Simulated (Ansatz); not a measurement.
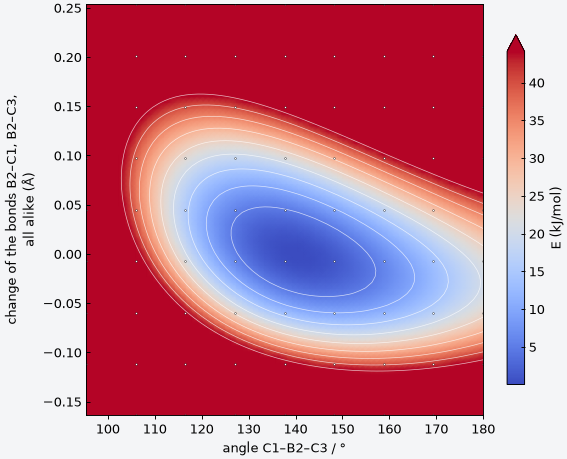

C2H3BO, SMILES CB=C=O. 
- Coordinates scanned: (1) angle C1–B2–C3; (2) change of the bonds B2–C1, B2–C3, all alike.
- Nothing is relaxed (all other coordinates rigid).
- The grid has 9 × 9 points.
- Points are written as (first, second).
- All energies are given in kJ/mol relative to the relaxed molecule at the same level.
- Method: RKS r2SCAN-D4/def2-TZVP (Ansatz).

In the figure: a smooth colour map with a few white contour lines, dots at the grid points, one colour for all values above the top of the scale. Between grid points the surface is interpolated.

Q: Where is the minimum, and how stiff is the well along each coordinate?

A: The interpolated minimum is at angle C1–B2–C3 ≈ 140.3°, the second coordinate ≈ 0.000 Å. The curvatures there are about 1.8 eV/rad² and 62 eV/Å², with a cross term of about 4.6 eV/(rad·Å). Round the minimum the valley is somewhat tilted: raising angle C1–B2–C3 shifts the best value of the second coordinate downwards (coupling k₁₂/√(k₁₁k₂₂) about 0.4). (1 eV is 96.5 kJ/mol.)
